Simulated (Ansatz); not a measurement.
# Pb-Tl stack of (111) layers: lattice stability ahead of a resistivity run, part 2 of 3

Question: is the lattice of Pb-Tl stack of (111) layers stable, and if so, what are its coupling constant and resistivity?

Ansatz 0.2.0; DFT PBEsol, scalar-relativistic, plane waves, PAW.

So far: The starting structure; Relaxation.

### 3. Relaxing tightly for phonons

Residual forces and stress shift phonon frequencies, so the cell is relaxed again, with tight thresholds and the mesh and smearing of this input.

Contents of input.yaml:

```yaml
crystal:
  lattice:
    - [3.3341166968, 0.0, 0.0]
    - [-1.6670583484, 2.8874297586, 0.0]
    - [0.0, 0.0, 29.410676272]
  atoms:
    - { symbol: Pb, position: [0.0, 0.0, 0.1859774477] }
    - { symbol: Tl, position: [0.3333333333, 0.6666666667, 0.2834214833] }
  periodic: [true, true, false]
kpoints:
  mp_grid: { grid: [12, 12, 1] }
hamiltonian:
  xc: pbesol
scf:
  occupations: { method: methfessel_paxton, width: 0.2 }
output:
  forces: true
  stress: true
  eigenvalues: true
  write_density: true
  write_potential: true
  elf: true
  volumetric_format: npy
relax:
  adjacent_minimum: "off"
  f_tol: 0.001
  max_steps: 60
  cell: { stress_2d_tol: 0.002 }
```

Run with:

```bash
ansatz run input.yaml --threads 4 --pin off --max-ram 16384MiB --backend cpu --events-out ev --progress --plain --runs-dir out
```

Numbers of over 12 decimals in the logs are rounded to 6 here.

The program printed:

```text
[the first part of the log is left out]
  E_vxc        = -274.446049  (∫ρ·V_xc dr)
  E_paw        = -20273.218299  (= ΣΔE_a)
  E_vpaw       = -609.236967  (= ΣTr[D̂ρ^β])
  E_aug_tail   = 0.000082  (compensation charges beyond the density's cutoff)
  E_ewald      = 16976.323883
  E_core_change = 0.100382  (= ΣΔE_core)
  E_smearing   = -0.004268  (= −TS)
  E_closure    = 0.000000  (closes the sum)
  Σ components = -23050.169393   (vs F -23050.169393, Δ=0.00e0)
--- Forces (eV/Å), atoms counted from 1 ---
  atom   1  Pb     0.00000000     0.00000000     0.00010025
  atom   2  Tl     0.00000000     0.00000000    -0.00010026
  max |Σ_I F_I| component: 1.27e-8 eV/Å
--- 2D stress c σ (N/m, compression-positive) ---
       -0.000948       0.000000      -0.000000
        0.000000      -0.000948      -0.000000
       -0.000000      -0.000000      -0.000000
  P = ½ c Tr σ = -0.0009 N/m
--- Band table (eV; the first three rows and the last of 19) ---
[...]
° read free of the cell's end (the report's vacuum.weakly_bound_levels)
--- Relaxed structure (3 steps of the walk, 3 accepted, 1 SCFs on fresh bases) ---
[...]
cell:  # Å, volume = 282.7132 Å³
    - [3.331618, 0, 0]
    - [-1.665809, 2.885266, 0]
    - [0, 0, 29.410676272]
  atoms:
    - { symbol: Pb, position: [-1.116434321363407e-19, -3.700743415524894e-17, 0.185863] }
    - { symbol: Tl, position: [0.333333, 0.666667, 0.283535] }
```

The job ended after 17 s (4 threads of Arm Neoverse V1, shared host; peak memory 0.59 GiB).

Little changed from the start: no atom moved by 0.005 Å and no cell edge by 0.1 %.

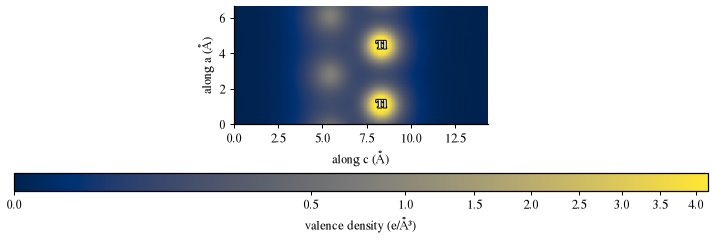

Valence density in the ca plane at fractional y = 0.667, with atoms of Tl within 0.2 Å of it. It is the smooth field of the valence electrons, not physical close to the nuclei. The colour scale is stretched toward low values. The far vacuum is left out of the map.

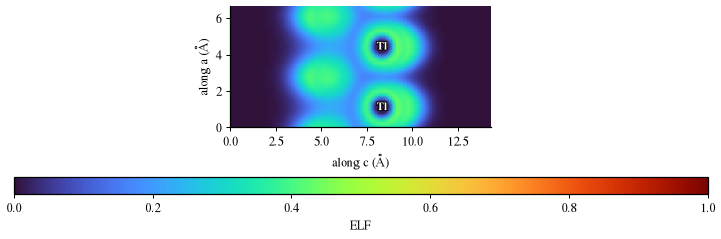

ELF in the ca plane at fractional y = 0.667, with atoms of Tl within 0.2 Å of it. It is the smooth field of the valence electrons, not physical close to the nuclei. The far vacuum is left out of the map.

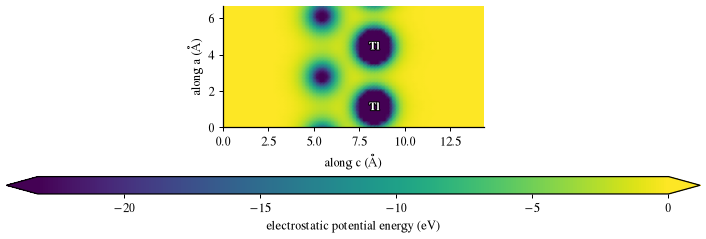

Electrostatic potential energy in the ca plane at fractional y = 0.667, with atoms of Tl within 0.2 Å of it. With pseudopotentials it is smooth inside the atoms' cores, unlike the true potential. The far vacuum is left out of the map.

### 4. Phonons by linear response: q 2×2×1, k 6×6×1

Couplings are defined for a stable lattice alone, so phonons come first.

Contents of input.yaml:

```yaml
crystal:
  lattice:
    - [3.3316183338, 0.0, 0.0]
    - [-1.6658091669, 2.8852661127, 0.0]
    - [0.0, 0.0, 29.410676272]
  atoms:
    - { symbol: Pb, position: [0.0, 0.0, 0.1858634493] }
    - { symbol: Tl, position: [0.3333333333, 0.6666666667, 0.2835354817] }
  periodic: [true, true, false]
kpoints:
  mp_grid: { grid: [6, 6, 1] }
hamiltonian:
  xc: pbesol
scf:
  occupations: { method: methfessel_paxton, width: 0.2 }
output:
  eigenvalues: true
phonons:
  method: dfpt
  qmesh: [2, 2, 1]
  temperatures: { t_max: 1000, t_step: 50 }
  qpath:
    path:
      - [0.0, 0.0, 0.0]
      - [0.5, 0.0, 0.0]
      - [0.33333333, 0.33333333, 0.0]
      - [0.0, 0.0, 0.0]
    npoints: 10
```

The program printed:

```text
[...]
Crystal: 2 atoms, lattice volume = 282.713 Å³
Basis set: ecut = 420 eV, 5631 PW (Γ), exchange–correlation on 48×48×400 points (8 copies of the dense FFT grid, shifted against one another)
Bands: 18, of which v1, the nominal top of the filled ones, is band 14 counted from 1 (13 counted from 0)
Symmetry: 6 space group operations
k-points: 7 of 36 (time reversal used)
[...]
SCF iter   1: F=—  HF=-23050.196223 eV  |F-HF|=—  |Δ(HF+E_count)|=         —  Δρ=2.65e-3  dr2=4.64e-1  ethr=1.77e-3  ⟨swp⟩=10.6  Hψ=975  notcnv=0
[...]
SCF iter  13: F=-23050.164656 eV  HF=-23050.164656 eV  |F-HF|=3.64e-12  |Δ(HF+E_count)|=  9.46e-11  S|Δr|=    0.00e0  Δρ=1.97e-8  dr2=1.44e-12  ethr=1.00e-12  ⟨swp⟩=16.0  Hψ=1056  notcnv=0
SCF 1 converged in 13 iterations: F = -23050.164656 eV  dr2 = 1.44e-12
[...]
phonons: the bands overlap, so this run is a metal and interpolates without the dipole-dipole term. If the crystal is really an insulator or semiconductor, its LO-TO splitting is missing
NSCF: frozen V_eff on 7 k-points
WARN: eigensolver did not converge in 4 slots of this pass, the one above among them; of largest residual over every band (k=3): 1 band(s) unlocked (lowest unlocked band 17, counted from 0; max residual 1.80e-4 eV among the unlocked bands, 1.80e-4 eV over every band); of lowest unlocked band (k=1): band 17
[...]
DFPT response loops at q = (0, 0, 0) (fractional): preconditioner auto → none (partly filled bands, converged f_vac=0.744); β = 0.50; Broyden in place of MSR1
[...]
SCF converged after 13 iterations
Stability not checked: this state was not tested for a lower state beside it, because cold or Methfessel-Paxton smearing, or corrected tetrahedra, fill the levels in a way that the test cannot read (fill_not_monotonic; see scf.lower_state_search)
Free energy (F): -23050.164656 eV
[...]
Internal energy: -23050.148219 eV  (E = F + TS)
E sigma→0 (E₀):  -23050.160547 eV
Entropy (-TS):   -0.016437 eV (-8.219 meV/atom)
Fermi energy:    -4.138947 eV
[...]
--- Band table (eV; the first three rows and the last of 7) ---
  k-point 0: bands = [... 10 lower, -14.9323, -11.9678, -6.3070, -2.4815, -0.3602 (-0.3717°), 0.1245, 0.8089, 1.2616]
  k-point 1: bands = [... 10 lower, -14.3578, -11.4876, -5.7046, -2.0408, 0.0652 (0.0619°), 0.1607 (0.1524°), 0.6478, 1.3011]
  k-point 2: bands = [... 10 lower, -12.7765, -9.9532, -4.8018, -4.1322, -2.1290, -0.5575, 0.8473, 1.6050]
  k-point 6: bands = [... 10 lower, -10.4817, -7.8878, -5.5224, -5.0143, -3.9466, -3.1071, -0.6794, 0.0837]
  ° read free of the cell's end (the report's vacuum.weakly_bound_levels)
--- Phonons (Γ-DFPT): 4 representative perturbations + reference (Σ response iterations 16) ---
  ASR residual: 1.248e-4 → 0.000e0 eV/Å²; symmetrization residual: 1.037e-4 eV/Å²
  ASR residual per site (eV/Å²): 8.91e-5 1.25e-4
  Γ frequencies (cm⁻¹): 0.00 0.00 0.00 16.04 16.04 72.03
--- Phonons (arbitrary-q DFPT): 2 irreducible q on the 2×2×1 mesh ---
  q = [0.0000, 0.0000, 0.0000] (star 1, of the zone-centre solve; hermiticity 1.06e-4, symmetrization 1.83e-11): 0.00 0.00 0.00 16.04 16.04 72.03
  q = [0.0000, -0.5000, 0.0000] (star 3, 6 solved perturbations on 13 of 36 k-point pairs; hermiticity 3.50e-5, symmetrization 7.05e-7): -37.90 16.69 40.20 40.22 79.18 91.53
  sum rule: each row above includes the acoustic sum rule's correction from the zone centre's row sums; it moved no ω² by more than (0.41 cm⁻¹)²
  mesh force constants: q→R imaginary residual 1.99e-17; ASR residual 1.248e-4 → 0.000e0 eV/Å²; symmetrization residual 3.109e-15 eV/Å²
  interpolated dispersion: 31 rows × 6 modes
  density of states and harmonic sums: on the 22×22×1 q-mesh, interpolated from the force constants of a 2×2×1 supercell (no non-analytic term)
  largest difference from the sums on the solved wave vectors: F 1.23e-1 eV, S 1.59e-4 and C_V 3.67e-5 eV/K
  zero-point energy: 0.014817 eV/cell   skipped modes (ω ≤ 0): 59, of them read as no rigid motion or as one in doubt: 56 (1.072e0 modes/cell left out, lowest -37.90 cm⁻¹)   left out of the sums: 1.80e-1 of the cell's modes: C_V's classical limit lies that fraction below 3 k_B per atom; for a crystal, a wire or a layer, F and S can be off by more, and a phonons.interpolated_qmesh denser along its periods is the remedy for the sampling
```

Elapsed: 23 s, on 4 threads; peak memory 0.91 GiB; 84 s of CPU time.

This step gave:

```yaml
share_of_imaginary_modes_in_the_plain_interpolation_between_solved_wavevectors: 0.1801
highest_frequency_solved_or_plainly_interpolated: 91.53 cm⁻¹
```

Solved on the 2×2×1 mesh alone; all other wavevectors are interpolated. Phonon branches along the path, in cm⁻¹:

| point | branch 1 | branch 2 | branch 3 | branch 4 | branch 5 | branch 6 |
| --- | --- | --- | --- | --- | --- | --- |
| Γ | 0 | 0 | 0 | 16 | 16 | 72 |
| M | -38 | 17 | 40 | 40 | 79 | 92 |
| K | 8 | 29 | 47 | 62 | 74 | 76 |
| Γ | 0 | 0 | 0 | 16 | 16 | 72 |

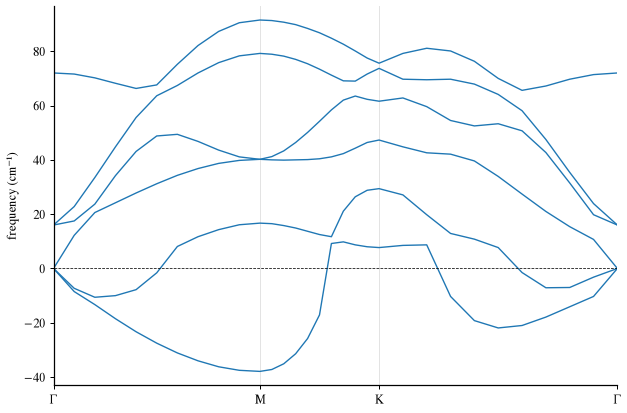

Phonon branches along the path.

Lowest modes at the softest wavevector of the mesh. Modes at q = (0.500, 0.000, 0.000), with each element's share of the kinetic energy (negative means imaginary):

| mode | frequency (cm⁻¹) | Pb % | Tl % |
| --- | --- | --- | --- |
| 1 | -37.9 | 4 | 96 |
| 2 | 16.7 | 3 | 97 |
| 3 | 40.2 | 90 | 10 |
| 4 | 40.2 | 96 | 4 |
| 5 | 79.2 | 25 | 75 |
| 6 | 91.5 | 82 | 18 |

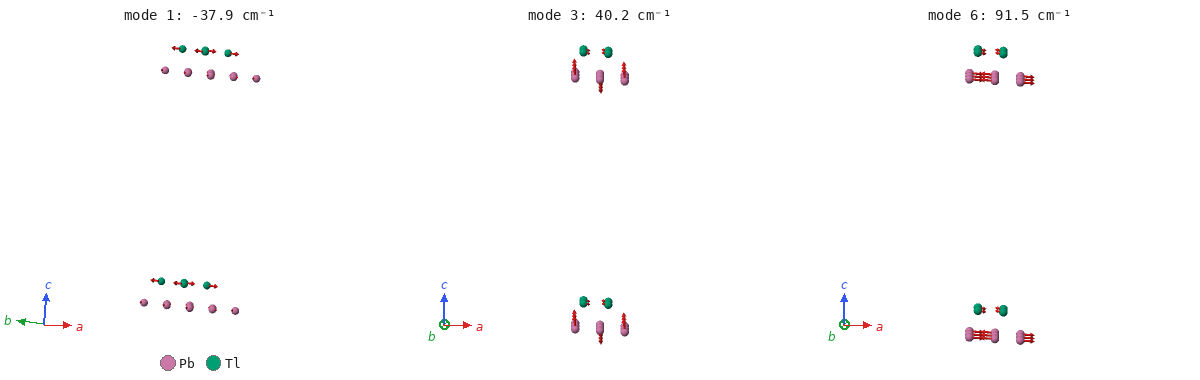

Displacement patterns of modes 1, 3 and 6 at q = (0.500, 0.000, 0.000); arrows are exaggerated. 2×2×2 cells are drawn. Some periodic images of atoms are drawn too.

Among the solved wavevectors the lowest mode, translations apart, is -37.9 cm⁻¹, imaginary.

### 5. Phonons: q 3×3×1, k 9×9×1

An imaginary mode on so few k-points may come from the sampling, so the phonons are repeated with another q and k mesh.

Edit input.yaml of step 4 so:

```diff
@@ -10,3 +10,3 @@
 kpoints:
-  mp_grid: { grid: [6, 6, 1] }
+  mp_grid: { grid: [9, 9, 1] }
 hamiltonian:
@@ -19,3 +19,3 @@
   method: dfpt
-  qmesh: [2, 2, 1]
+  qmesh: [3, 3, 1]
   temperatures: { t_max: 1000, t_step: 50 }
```

The program printed:

```text
[...]
Crystal: 2 atoms, lattice volume = 282.713 Å³
Basis set: ecut = 420 eV, 5631 PW (Γ), exchange–correlation on 48×48×400 points (8 copies of the dense FFT grid, shifted against one another)
Bands: 18, of which v1, the nominal top of the filled ones, is band 14 counted from 1 (13 counted from 0)
Symmetry: 6 space group operations
k-points: 12 of 81 (time reversal used)
[...]
SCF iter   1: F=—  HF=-23050.216392 eV  |F-HF|=—  |Δ(HF+E_count)|=         —  Δρ=2.48e-3  dr2=4.38e-1  ethr=1.77e-3  ⟨swp⟩=11.2  Hψ=1716  notcnv=0
[...]
SCF iter  11: F=-23050.178757 eV  HF=-23050.178757 eV  |F-HF|=1.82e-10  |Δ(HF+E_count)|=   2.15e-9  S|Δr|=    0.00e0  Δρ=3.52e-8  dr2=2.86e-12  ethr=1.00e-12  ⟨swp⟩=14.8  Hψ=2097  notcnv=0
SCF 1 converged in 11 iterations: F = -23050.178757 eV  dr2 = 2.86e-12
[...]
SCF converged after 11 iterations
[...]
Free energy (F): -23050.178757 eV
[...]
Internal energy: -23050.174958 eV  (E = F + TS)
E sigma→0 (E₀):  -23050.177807 eV
Entropy (-TS):   -0.003799 eV (-1.900 meV/atom)
Fermi energy:    -3.966601 eV
[...]
--- Band table (eV; the first three rows and the last of 12) ---
  k-point 0: bands = [... 10 lower, -15.0613, -12.0267, -6.3823, -2.5316, -0.3724 (-0.3833°), 0.1172, 0.8036, 1.2536]
  k-point 1: bands = [... 10 lower, -14.7833, -11.8167, -6.1108, -2.3234, -0.1537 (-0.1643°), 0.3353, 1.0213, 1.4455]
  k-point 2: bands = [... 10 lower, -14.0692, -11.1537, -5.3342, -2.1470, -1.2986, 0.4673 (0.4597°), 0.9465, 1.0811]
  k-point 11: bands = [... 10 lower, -10.6226, -7.9485, -5.6657, -5.1543, -3.9985, -3.1683, -0.7494, 0.0175]
  ° read free of the cell's end (the report's vacuum.weakly_bound_levels)
[...]
ASR residual: 8.727e-5 → 0.000e0 eV/Å²; symmetrization residual: 7.007e-5 eV/Å²
  ASR residual per site (eV/Å²): 8.73e-5 5.72e-5
  Γ frequencies (cm⁻¹): 0.00 0.00 0.00 21.84 21.84 73.78
--- Phonons (arbitrary-q DFPT): 3 irreducible q on the 3×3×1 mesh ---
[...]
q = [0.3333, 0.3333, 0.0000] (star 2, 4 solved perturbations in 128 linear systems a pass and spin channel, the states on 45 of 81 k-point pairs; hermiticity 1.65e-5, symmetrization 1.54e-6): 30.07 31.54 48.67 69.22 81.63 83.37
[...]
interpolated dispersion: 31 rows × 6 modes
[...]
```

Wall time 67 s (4 threads); peak memory 1.1 GiB; 4.2 min of CPU time.

This step gave:

```yaml
zero_point_energy: 0.01869 eV/cell
share_of_imaginary_modes_in_the_plain_interpolation_between_solved_wavevectors: 0.0055
highest_frequency_solved_or_plainly_interpolated: 96.5 cm⁻¹
```

Solved on the 3×3×1 mesh alone; all other wavevectors are interpolated. The phonon branches at the labelled points (cm⁻¹):

| point | branch 1 | branch 2 | branch 3 | branch 4 | branch 5 | branch 6 |
| --- | --- | --- | --- | --- | --- | --- |
| Γ | 0 | 0 | 0 | 22 | 22 | 74 |
| M | 29 | 30 | 49 | 54 | 78 | 96 |
| K | 30 | 32 | 49 | 69 | 82 | 83 |
| Γ | 0 | 0 | 0 | 22 | 22 | 74 |

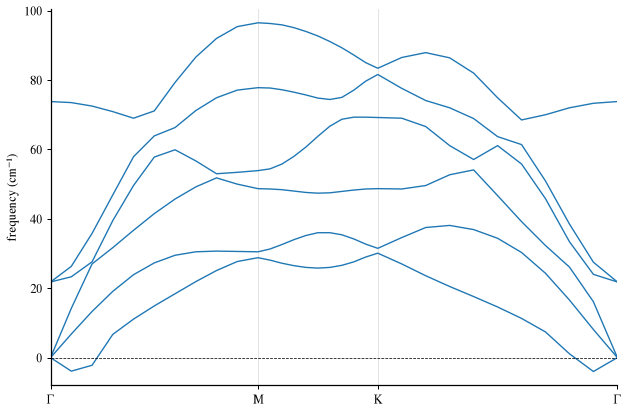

Phonon branches along the path.

Lowest modes at the softest wavevector of the mesh. The modes at q = (0.333, -0.333, 0.000) (shares of kinetic energy by element, %):

| mode | frequency (cm⁻¹) | Pb % | Tl % |
| --- | --- | --- | --- |
| 1 | 20.7 | 46 | 54 |
| 2 | 30.2 | 12 | 88 |
| 3 | 48.1 | 88 | 12 |
| 4 | 57.9 | 53 | 47 |
| 5 | 69.7 | 5 | 95 |
| 6 | 84.3 | 95 | 5 |

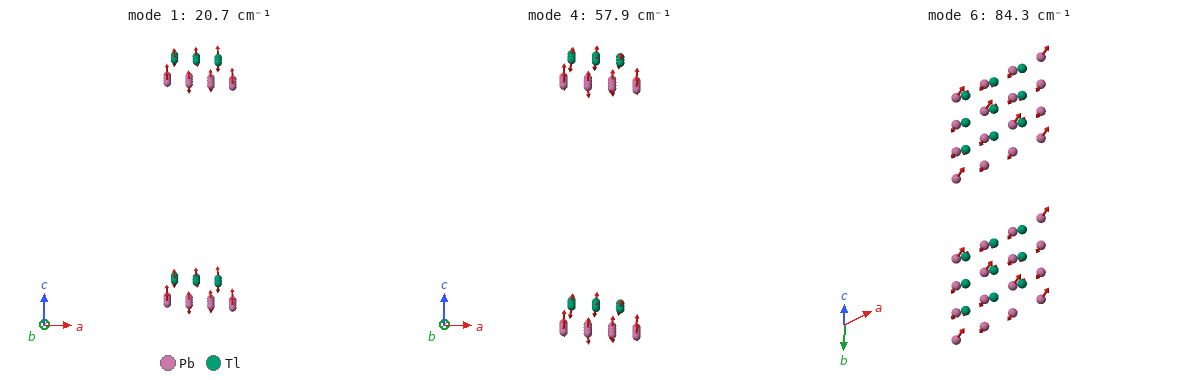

Displacement patterns of modes 1, 4 and 6 at q = (0.333, -0.333, 0.000); arrows are exaggerated. 3×3×2 cells are drawn. Some periodic images of atoms are drawn too.

The modes has structure finer than the step of the table below, so its rows give means over 10 cm⁻¹, whole bins alone (the curve runs from -13.9 to 109 cm⁻¹). Peaks (cm⁻¹: height): Pb 25.5: 0.0337, 50.3: 0.0740, 88.9: 0.0513; Tl 34.8: 0.0894, 49.5: 0.0379, 73.5: 0.0727.

Phonopy on the run's constants, 19x19x1 mesh, Gaussian sigma 2.0 cm⁻¹. Modes against wavenumber; means over each step; values in 1/cm⁻¹/cell:

| wavenumber (cm⁻¹) | Pb | Tl |
| --- | --- | --- |
| 0 | 0.00351 | 0.00377 |
| 10 | 0.0118 | 0.0134 |
| 20 | 0.0254 | 0.0378 |
| 30 | 0.0237 | 0.0708 |
| 40 | 0.0195 | 0.0381 |
| 50 | 0.0629 | 0.0296 |
| 60 | 0.0483 | 0.0279 |
| 70 | 0.0304 | 0.0566 |
| 80 | 0.0239 | 0.0197 |
| 90 | 0.0435 | 0.00151 |
| 100 | 0.00672 | 2.2e-4 |

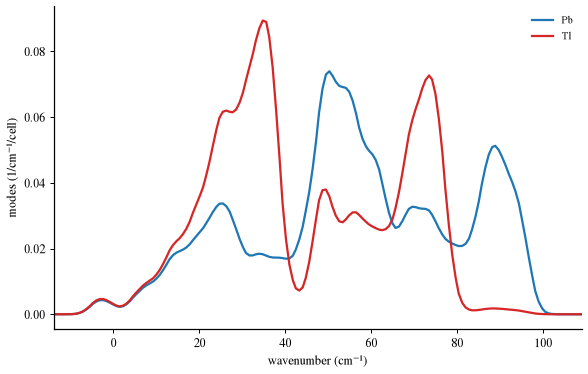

Modes, plotted against wavenumber.

No LO-TO term; unit eigenvectors of the mass-weighted matrix. The modes at Γ (shares of kinetic energy by element, %):

| mode | frequency (cm⁻¹) | symmetry | Pb % | Tl % |
| --- | --- | --- | --- | --- |
| 1 | 0.0 | unnamed | 50 | 50 |
| 2 | 0.0 | unnamed | 50 | 50 |
| 3 | 0.0 | unnamed | 50 | 50 |
| 4 | 21.8 | E | 50 | 50 |
| 5 | 21.8 | E | 50 | 50 |
| 6 | 73.8 | A1 | 50 | 50 |

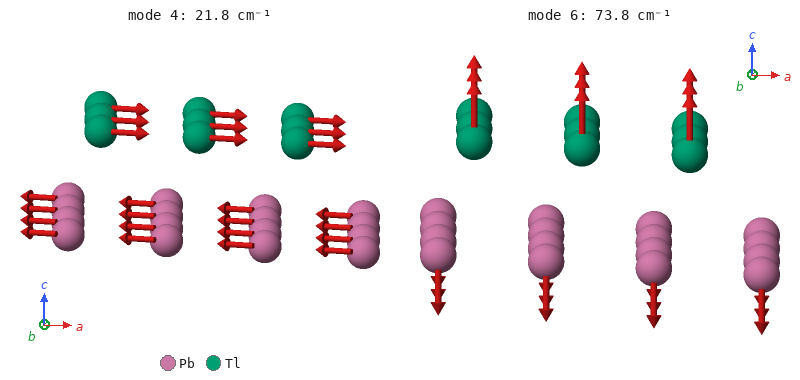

Displacement patterns of modes 4 and 6 at Γ; arrows are exaggerated. 3×3×1 cells are drawn. Some periodic images of atoms are drawn too.

Among the solved wavevectors the lowest mode, translations apart, is 20.7 cm⁻¹, so these are real on this k mesh. This mesh lacks the wavevector at which the coarser one was unstable.

[end of part 2 of 3]

[Logs are printed without paths, hosts, clocks, repeated set-up lines and the standing remarks that a program may print on its own settings, such as how far it seeks lower states.]

[Hosts, paths, dates, database ids (printed as entryN), source tags and the programs' standing remarks are cut or masked in the printed files.]
